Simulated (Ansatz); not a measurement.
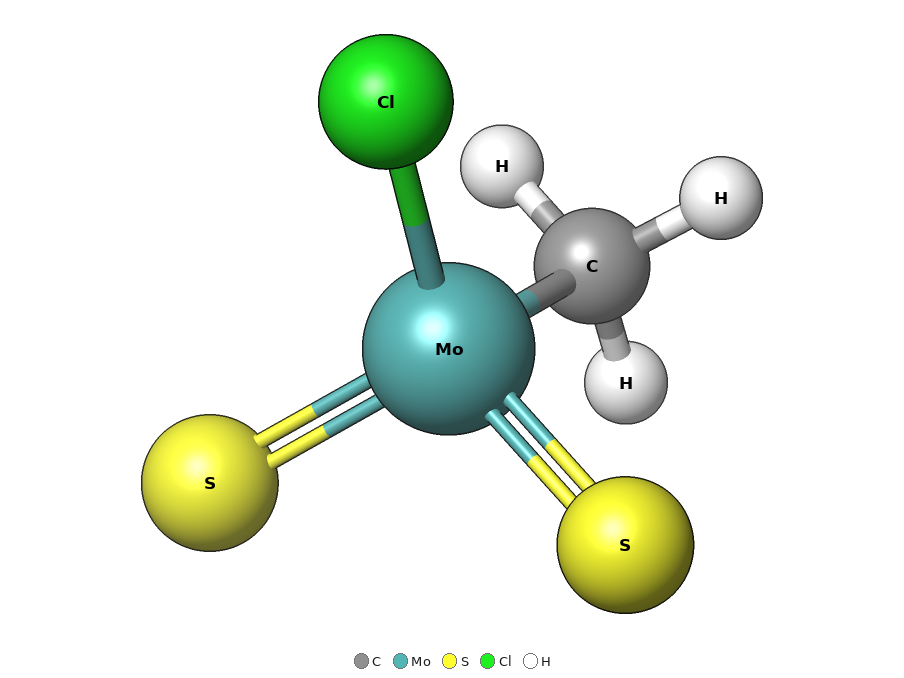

The picture shows a molecular structure as a ball-and-stick model. Multiple sticks mark multiple bonds (one Kekulé form).

The species is neutral and a spin singlet. Computed geometry: PBE0-D4/def2-TZVP optimisation.

Identify the structure.

Formula CH3ClMoS2. As SMILES it reads `[CH3][Mo](=[S])(=[S])[Cl]`. The point group is Cs. Coordination: 1 C tetrahedral; 1 Mo tetrahedral.

More results for the same structure follow; atom numbers are the same in all pictures, views and colours differ.

**Levels of theory compared**

Program: Ansatz 0.2.0.

Compare dipole (D) at these levels: B3LYP-D4/def2-TZVPP; PBE-D4/def2-TZVPP; PBE0-D4/def2-TZVP; r2SCAN-D4/def2-TZVPP; ωB97M-V/def2-TZVPP.

```csv
level,dipole (D)
B3LYP-D4/def2-TZVPP,1.84
PBE-D4/def2-TZVPP,1.81
PBE0-D4/def2-TZVP,1.89
r2SCAN-D4/def2-TZVPP,1.95
ωB97M-V/def2-TZVPP,1.82
```

**Vibrations**

Harmonic vibrations computed with RKS PBE0-D4/def2-TZVP, core potentials on Mo (Ansatz 0.2.0) at a stationary point of the same level.

Question: List the wavenumbers.

Answer: 18 modes: 125, 139, 171, 174, 189, 191, 423, 544, 577, 585, 630, 691, 1187, 1399, 1413, 3032, 3126, 3160 cm⁻¹.

**Charges**

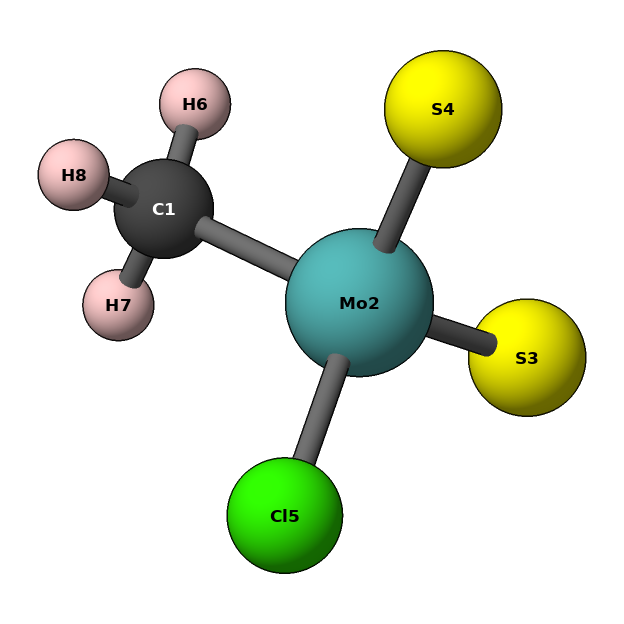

The questions are on Mulliken charges. Method: RKS PBE0-D4/def2-TZVP, core potentials on Mo (Ansatz 0.2.0).

List the Mulliken charges.

```json
{"atom": "C1", "value (e)": "−0.55"}
{"atom": "Mo2", "value (e)": "1.04"}
{"atom": "S3", "value (e)": "−0.33"}
{"atom": "S4", "value (e)": "−0.33"}
{"atom": "Cl5", "value (e)": "−0.34"}
{"atom": "H6", "value (e)": "0.17"}
{"atom": "H7", "value (e)": "0.17"}
{"atom": "H8", "value (e)": "0.17"}
```

Mulliken values depend strongly on the basis set and can even reverse the polarity of a bond.
